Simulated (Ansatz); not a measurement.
**Geometry relaxation of H$_{13}$O$_{6}$F (part 3 of 3)**

H$_{13}$O$_{6}$F (disordered cell, 20 atoms in the cell); DFT r2SCAN, scalar-relativistic, plane waves, PAW, no spin polarisation (Ansatz 0.2.0); cutoff 500 eV, 1×1×1 k-mesh, Fermi–Dirac smearing of 0.02 eV. It belongs to a series of runs on one base structure; here: start relaxed.

Geometry of the input (Å; fractional positions):
```
6.5281  0.0000  0.0000
0.0000  6.5281  0.0000
0.0000  0.0000  6.5281
O  0.2392  -0.0064  0.6541
H  0.2868  0.1261  0.7008
H  0.1275  -0.0389  0.7462
O  0.0637  0.4240  0.8739
H  -0.0053  0.3259  0.9612
H  0.1348  0.5129  0.9691
O  0.8066  0.6162  0.7050
H  0.8104  0.7121  0.5919
H  0.8049  0.4832  0.6393
O  0.0534  0.2638  0.2533
H  -0.0306  0.1648  0.3251
H  0.1898  0.2407  0.3069
O  0.4252  0.2487  1.0416
H  0.4110  0.3682  0.9548
H  0.3732  0.1375  0.9583
O  0.3242  0.8868  0.2491
H  0.2709  0.8382  0.1194
H  0.4308  0.7893  0.2829
F  0.9834  0.8379  0.1380
H  0.9574  0.7925  0.0048
```

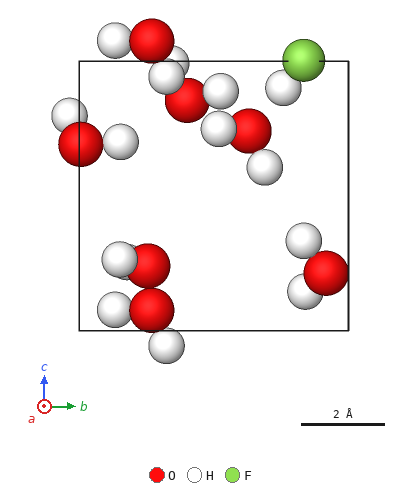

*The geometry at step 9 of the log (spheres-only view of the cell of the calculation, along the a axis).*

### Trajectory as extended XYZ, continued
```
20
Lattice="6.5281 0.0000 0.0000 0.0000 6.5281 0.0000 0.0000 0.0000 6.5281" Properties=species:S:1:pos:R:3:forces:R:3 step=4 energy=-4429.34882
O     1.5436   -0.0148    4.5355   -0.5008   0.9581   0.5010
H     1.6042    0.9663    4.6071   -0.1575  -0.8873  -0.1415
H     0.6566   -0.1740    4.9042    0.5148   0.0223  -0.1720
O     0.4785    2.6280    5.6711    0.0831   0.0409   0.1280
H     0.0958    2.1082    6.4028    0.1853  -0.0001   0.1361
H     0.9028    3.3430    6.1643   -0.1848  -0.1445  -0.2216
O     5.0678    4.2887    4.6197    0.6317  -0.8685  -0.4592
H     5.2241    4.7580    3.7883   -0.1259  -0.0076   0.2530
H     5.4831    3.3996    4.4428   -0.3212   1.2283   0.6071
O     0.3354    1.6950    1.7837    0.5509  -0.5707   0.2232
H    -0.1530    0.9164    2.0870    0.1158   0.2645  -0.1738
H     1.2668    1.3853    1.8467   -0.6488   0.2058  -0.1601
O     3.1472    1.7058    6.8227   -0.4309  -0.0711  -0.6335
H     2.8144    2.3591    6.1847    0.2759  -0.3545   0.3083
H     2.7141    0.8792    6.5262    0.4080   0.4534   0.4014
O     2.1851    5.8265    1.5533    0.2104  -0.4316  -0.3259
H     1.7102    5.3931    0.8302   -0.0073   0.1993   0.3298
H     2.7599    5.1376    1.9080   -0.1517   0.2316   0.0420
F     6.2790    5.3963    0.4846   -0.2642  -0.3689  -0.6407
H     5.8717    4.9514   -0.2492   -0.1825   0.1009  -0.0016
20
Lattice="6.5281 0.0000 0.0000 0.0000 6.5281 0.0000 0.0000 0.0000 6.5281" Properties=species:S:1:pos:R:3:forces:R:3 step=5 energy=-4429.73754
O     1.5171    0.0293    4.6141   -0.3836   0.4131   0.1991
H     1.4942    1.0045    4.6204   -0.0847  -0.4547  -0.0018
H     0.6488   -0.1895    4.9868    0.3836   0.0512  -0.0492
O     0.4653    2.5816    5.6528    0.1677   0.3986   0.6222
H     0.1681    2.0963    6.4619    0.2713   0.2552  -0.2318
H     0.8759    3.3772    6.0477   -0.4127  -0.6284  -0.3637
O     5.1002    4.3444    4.6994    0.1340  -0.0826  -0.1584
H     5.2125    4.7815    3.8471   -0.0684   0.0569   0.1927
H     5.5625    3.4933    4.5923    0.0710   0.1038   0.3255
O     0.3788    1.6518    1.7789   -0.0721  -0.0765  -0.0354
H    -0.1426    0.8856    2.0416    0.0502   0.0933  -0.0920
H     1.2852    1.3160    1.8116    0.0186  -0.0719  -0.0255
O     3.2384    1.7309    6.8212   -0.2371  -0.1220  -0.2104
H     2.8914    2.3351    6.1541    0.1254  -0.1736   0.0959
H     2.7880    0.8889    6.6268    0.3001   0.2825   0.1784
O     2.1678    5.8455    1.4901    0.2619  -0.7081  -0.1657
H     1.6356    5.3648    0.8381    0.0067   0.2770   0.2824
H     2.6882    5.1513    1.9262   -0.2900   0.4690  -0.1219
F     6.2451    5.3239    0.3144    0.0860  -0.0191   0.0301
H     5.7670    4.9364   -0.4117   -0.3262  -0.0641  -0.4710
20
Lattice="6.5281 0.0000 0.0000 0.0000 6.5281 0.0000 0.0000 0.0000 6.5281" Properties=species:S:1:pos:R:3:forces:R:3 step=7 energy=-4430.07256
O     1.4553    0.0504    4.6428   -0.5386   0.0597   0.3710
H     1.3803    1.0181    4.6613   -0.0188  -0.1979  -0.0482
H     0.7372   -0.2100    5.2515    0.4926   0.1019  -0.3108
O     0.5166    2.6067    5.6064    0.0353   0.3202   0.3695
H     0.3074    2.1746    6.4757    0.1284   0.1216  -0.1484
H     0.9083    3.4476    5.8909   -0.1100  -0.3631  -0.1552
O     5.0560    4.2607    4.7612   -0.0282  -0.2256  -0.0652
H     5.1803    4.6660    3.8971    0.0124   0.0381   0.0932
H     5.6333    3.4664    4.7735   -0.0065  -0.0065   0.1095
O     0.3896    1.6314    1.6574   -0.0429  -0.3463  -0.0417
H    -0.3006    0.9822    1.8541    0.1784   0.2794  -0.1135
H     1.2116    1.1095    1.7178   -0.2303   0.0820   0.0264
O     3.3935    1.7873    6.9685   -0.3534  -0.4100  -0.5815
H     3.0805    2.2322    6.1645    0.2130  -0.2149   0.3879
H     3.0672    0.8676    6.8568    0.2527   0.6217   0.1986
O     2.1577    5.9184    1.3615   -0.1578  -1.1009  -0.0112
H     1.4778    5.4182    0.8685    0.2781   0.5024   0.2435
H     2.5105    5.2488    1.9742   -0.1562   0.5939  -0.2158
F     6.1822    5.3369    0.1186    0.2808   0.2152   0.3524
H     5.6428    4.9357   -0.5885   -0.2290  -0.0700  -0.4606
20
Lattice="6.5281 0.0000 0.0000 0.0000 6.5281 0.0000 0.0000 0.0000 6.5281" Properties=species:S:1:pos:R:3:forces:R:3 step=8 energy=-4430.20021
O     1.4094    0.0486    4.6242   -0.1266   0.0359  -0.0057
H     1.3301    1.0127    4.6411   -0.0239  -0.0545  -0.0221
H     0.7543   -0.2188    5.2833    0.1179   0.0039  -0.0427
O     0.5612    2.6372    5.6111    0.0187   0.2255   0.1557
H     0.3903    2.2246    6.4958    0.0617  -0.0393  -0.0058
H     1.0017    3.4613    5.8536   -0.0063  -0.1570  -0.1204
O     5.0297    4.1835    4.7980    0.0045  -0.0202   0.0895
H     5.1535    4.5707    3.9261    0.0173  -0.0079   0.0302
H     5.6509    3.4222    4.8547    0.0469  -0.0141   0.0879
O     0.3822    1.6277    1.6112   -0.2418  -1.0775   0.2140
H    -0.4282    1.0902    1.7493    0.7529   0.5934  -0.2002
H     1.1193    0.9760    1.7364   -0.6222   0.5192  -0.1451
O     3.4822    1.7880    6.9609   -0.0589  -0.2674  -0.1783
H     3.1943    2.1675    6.1236    0.0908  -0.0651   0.1118
H     3.1421    0.8761    6.9334    0.0838   0.3188   0.0712
O     2.1605    5.9230    1.3222    0.0357  -0.7874   0.5581
H     1.4250    5.4526    0.9032    0.0269   0.1948  -0.0502
H     2.4169    5.3281    2.0536   -0.1414   0.6128  -0.4337
F     6.1798    5.4095    0.0653    0.0265   0.0532   0.0243
H     5.6325    4.9681   -0.6331   -0.0622  -0.0657  -0.1387
20
Lattice="6.5281 0.0000 0.0000 0.0000 6.5281 0.0000 0.0000 0.0000 6.5281" Properties=species:S:1:pos:R:3:forces:R:3 step=9 energy=-4430.29136
O     1.3798    0.0392    4.5168   -0.0884   0.0588   0.0111
H     1.3280    1.0045    4.5747   -0.0248  -0.0879  -0.0270
H     0.7601   -0.2350    5.2061    0.0736  -0.0167  -0.0302
O     0.6069    2.6215    5.5830    0.0532   0.2604   0.0999
H     0.4246    2.2301    6.4763    0.0277  -0.0654   0.0570
H     1.0881    3.4290    5.8036   -0.0222  -0.1703  -0.1170
O     5.0264    4.1183    4.8378    0.0127  -0.0183   0.0585
H     5.1105    4.4987    3.9573    0.0117  -0.0362   0.0510
H     5.6860    3.3862    4.8911    0.0499   0.0016   0.0674
O     0.3193    1.6616    1.5677   -0.2401  -1.0328   0.2134
H    -0.5173    1.1571    1.6640    0.7242   0.5617  -0.1863
H     1.0268    0.9831    1.7245   -0.5977   0.5223  -0.1607
O     3.5909    1.7594    7.0201   -0.0817  -0.2591  -0.1816
H     3.3455    2.1169    6.1592    0.1005  -0.0773   0.1398
H     3.1925    0.8709    7.0326    0.0814   0.3155   0.0575
O     2.1017    5.9857    1.3915    0.0506  -0.7180   0.5341
H     1.4026    5.4835    0.9477    0.0156   0.1680  -0.0341
H     2.3117    5.4445    2.1776   -0.1579   0.5940  -0.4558
F     6.1759    5.4437    0.0254    0.0089  -0.0087  -0.0407
H     5.6274    4.9500   -0.6431    0.0028   0.0089  -0.0562
20
Lattice="6.5281 0.0000 0.0000 0.0000 6.5281 0.0000 0.0000 0.0000 6.5281" Properties=species:S:1:pos:R:3:forces:R:3 step=11 energy=-4430.51691
O     1.2942   -0.0099    4.3822   -0.1027   0.0605   0.0892
H     1.2518    0.9512    4.5014    0.0142  -0.0701  -0.0738
H     0.7654   -0.3208    5.1322    0.0831  -0.0296  -0.1219
O     0.6884    2.5948    5.5593    0.0909   0.1801   0.0175
H     0.4862    2.2508    6.4724   -0.0014  -0.0500   0.0977
H     1.2551    3.3564    5.7298   -0.0251  -0.1324  -0.0850
O     5.0610    4.0282    4.9106    0.0053   0.0324   0.0089
H     5.0770    4.3847    4.0156   -0.0094  -0.0492   0.0553
H     5.7780    3.3471    4.9548    0.0649  -0.0236   0.0441
O     0.2186    1.7187    1.5078   -0.0772  -0.2933  -0.0187
H    -0.6558    1.3051    1.4681    0.0374   0.2104  -0.0943
H     0.8451    0.9791    1.6460   -0.1156   0.1696  -0.0247
O     3.7747    1.6989    7.1026   -0.1905  -0.4114  -0.0087
H     3.5874    2.0460    6.2255    0.0784  -0.0366   0.0464
H     3.2186    0.8986    7.1794    0.2292   0.3712   0.0096
O     2.0270    6.0715    1.4367   -0.0002  -0.4379   0.6947
H     1.3465    5.5315    1.0103    0.0310   0.0727  -0.0123
H     2.0911    5.7209    2.3495   -0.1189   0.4504  -0.5721
F     6.2172    5.4664   -0.0190    0.0062   0.0059  -0.0407
H     5.6597    4.9297   -0.6514    0.0003  -0.0191  -0.0113
20
Lattice="6.5281 0.0000 0.0000 0.0000 6.5281 0.0000 0.0000 0.0000 6.5281" Properties=species:S:1:pos:R:3:forces:R:3 step=12 energy=-4430.62302
O     1.2823   -0.0187    4.3324   -0.0433   0.0711   0.0075
H     1.2363    0.9398    4.4663    0.0133  -0.0356  -0.0588
H     0.7772   -0.3468    5.0897    0.0262  -0.0591  -0.0631
O     0.7197    2.5875    5.5547    0.0655   0.0753   0.0065
H     0.5143    2.2616    6.4776   -0.0008  -0.0400   0.0690
H     1.3156    3.3291    5.7019    0.0123  -0.0567  -0.0614
O     5.0779    3.9976    4.9400    0.0150  -0.0078  -0.0101
H     5.0631    4.3408    4.0397   -0.0181  -0.0444   0.0541
H     5.8156    3.3354    4.9779    0.0414  -0.0099   0.0327
O     0.1770    1.7426    1.4805   -0.1153  -0.2267  -0.0407
H    -0.7219    1.3893    1.3816    0.0564   0.1474  -0.0601
H     0.7603    0.9702    1.6213   -0.1187   0.1693  -0.0504
O     3.8475    1.6379    7.1255   -0.1349  -0.2310  -0.0192
H     3.6726    1.9969    6.2506    0.0783  -0.0279   0.0493
H     3.2189    0.9007    7.2280    0.1833   0.1664   0.0377
O     2.0045    6.0927    1.4777   -0.0745  -0.2060   0.4583
H     1.3381    5.5402    1.0455    0.0421   0.0579   0.0313
H     1.9717    5.8528    2.4236   -0.0591   0.2487  -0.3389
F     6.2418    5.4785   -0.0461    0.0098  -0.0049  -0.0469
H     5.6751    4.9208   -0.6545    0.0215   0.0138   0.0032
20
Lattice="6.5281 0.0000 0.0000 0.0000 6.5281 0.0000 0.0000 0.0000 6.5281" Properties=species:S:1:pos:R:3:forces:R:3 step=14 energy=-4430.78063
O     1.3285    0.0364    4.2405   -0.0509   0.0551   0.0871
H     1.2426    0.9763    4.4681    0.0143  -0.0108  -0.0224
H     0.8522   -0.3980    4.9632    0.0205  -0.0195  -0.0731
O     0.7997    2.5456    5.5023    0.0538   0.0264  -0.0256
H     0.5556    2.2747    6.4417   -0.0352  -0.0262   0.0751
H     1.4003    3.2882    5.6141    0.0171  -0.0107  -0.0365
O     5.0763    3.8792    5.0558    0.0307  -0.0624   0.0462
H     4.9326    4.1874    4.1555    0.0007  -0.0170  -0.0043
H     5.8458    3.2508    5.0257   -0.0021   0.0195  -0.0171
O     0.0532    1.8441    1.3724    0.1332   0.0339  -0.0402
H    -0.8525    1.5290    1.2082   -0.1394  -0.0087  -0.0097
H     0.6080    1.0639    1.5484   -0.0302   0.0002  -0.0211
O     3.9427    1.4970    7.1654   -0.1681  -0.1233  -0.0272
H     3.7383    1.8492    6.2953    0.0354  -0.0169   0.0229
H     3.2462    0.8439    7.3618    0.1186   0.0483   0.0424
O     1.9366    6.2306    1.5964   -0.0790  -0.0524   0.0216
H     1.3438    5.6075    1.1540    0.0820   0.1131   0.1080
H     1.7717    6.1552    2.5584   -0.0124   0.0245  -0.0686
F     6.4052    5.4395   -0.1612   -0.0804  -0.0772  -0.0513
H     5.7606    4.8484   -0.6523    0.0924   0.1039  -0.0068
20
Lattice="6.5281 0.0000 0.0000 0.0000 6.5281 0.0000 0.0000 0.0000 6.5281" Properties=species:S:1:pos:R:3:forces:R:3 step=15 energy=-4430.78063
O     1.3285    0.0364    4.2405   -0.0502   0.0543   0.0857
H     1.2426    0.9763    4.4681    0.0142  -0.0098  -0.0221
H     0.8522   -0.3980    4.9632    0.0202  -0.0198  -0.0725
O     0.7997    2.5456    5.5023    0.0534   0.0261  -0.0261
H     0.5556    2.2747    6.4417   -0.0352  -0.0261   0.0752
H     1.4003    3.2882    5.6141    0.0175  -0.0103  -0.0364
O     5.0763    3.8792    5.0558    0.0298  -0.0624   0.0480
H     4.9326    4.1874    4.1555    0.0004  -0.0165  -0.0056
H     5.8458    3.2508    5.0257   -0.0014   0.0190  -0.0172
O     0.0532    1.8441    1.3724    0.1329   0.0337  -0.0400
H    -0.8525    1.5290    1.2082   -0.1392  -0.0087  -0.0096
H     0.6080    1.0639    1.5484   -0.0304   0.0005  -0.0210
O     3.9427    1.4970    7.1654   -0.1693  -0.1237  -0.0278
H     3.7383    1.8492    6.2953    0.0356  -0.0171   0.0236
H     3.2462    0.8439    7.3618    0.1193   0.0491   0.0422
O     1.9366    6.2306    1.5964   -0.0797  -0.0533   0.0221
H     1.3438    5.6075    1.1540    0.0827   0.1137   0.1083
H     1.7717    6.1552    2.5584   -0.0124   0.0247  -0.0689
F     6.4052    5.4395   -0.1612   -0.0802  -0.0769  -0.0508
H     5.7606    4.8484   -0.6523    0.0920   0.1036  -0.0071
```

### Summary

- outcome: converged
- electrons treated: 56
- free energy: −4430.7806 eV
- Fermi energy: −1.618 eV
- final volume: 278.20 Å³
- largest force (length of the vector) at the end: 0.211 eV/Å
- hardware: 1 thread of Intel Xeon @ 2.50GHz (Skylake/Cascade Lake), 16 GiB of memory available, shared host
- wall time: 4.2 min
- peak memory: 0.86 GiB

### Notes

The k-point mesh is coarse for a cell of this size, so the results may not be converged.
